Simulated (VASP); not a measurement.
Band structure of Zr (hcp). These are r2SCAN meta-GGA, VASP's PBE PAW potentials (set 64) (plane waves; VASP) values and carry that method's errors.

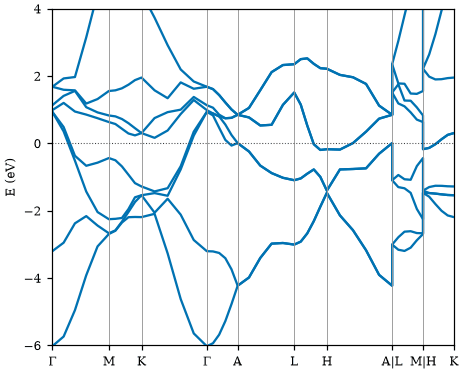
Fig. 1. Bands along high-symmetry lines, zero at the valence-band maximum or, without a gap, the Fermi level

Question: Read the plot: is there a gap, and where are the band edges?

Answer: It has no gap at this level: it comes out as a metal or semimetal.

The compound is Zr in the hcp structure. It was relaxed first.
